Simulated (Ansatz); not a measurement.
Input

```
crystal:
  periodic: [false, false, false]
  atoms:
    - {symbol: Hf, position_ang: [1.308656, 0.519148, 0.034868]}
    - {symbol: Hf, position_ang: [-1.308658, -0.519153, -0.034755]}
    - {symbol: N, position_ang: [-0.485771, 1.225239, -0.010831]}
    - {symbol: N, position_ang: [0.485773, -1.225244, 0.010718]}
basis:
  gaussian: {orbitals: def2-TZVP, initial_orbitals: start.molden}
magnetization: {spin_polarized: true, initial_magnetization: 2}
hamiltonian: {xc: pbe0, dispersion: d4}
scf: {omitted_lower_state_checks: [starts]}
output: {orbitals: {seedname: orbitals}}
```

Command:

```sh
ansatz run in.yaml --threads 4 --pin off --events-out ev --progress --plain --max-ram 3916MiB
```

Geometry: r2SCAN-D4/def2-TZVP; core potentials replace the inner electrons of Hf.

Computed with UKS PBE0-D4/def2-TZVP (Ansatz).

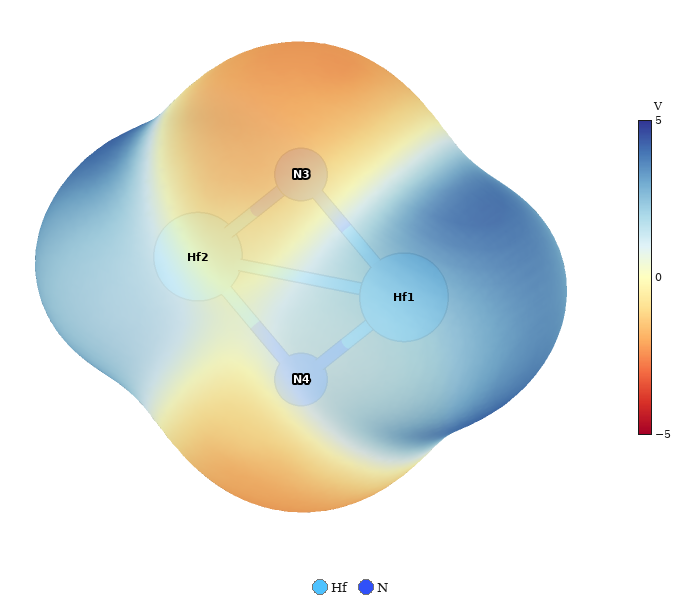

Hf2N2 (triplet). The molecular electrostatic potential painted on the density surface at 0.004 e/bohr³, seen at a tilt; red is negative and blue positive.

Question: Where is the surface potential most negative and most positive?

Answer: The most negative region (about −2.2 V) lies over N3 and N4, the most positive (about +4.1 V) over Hf1 and Hf2.
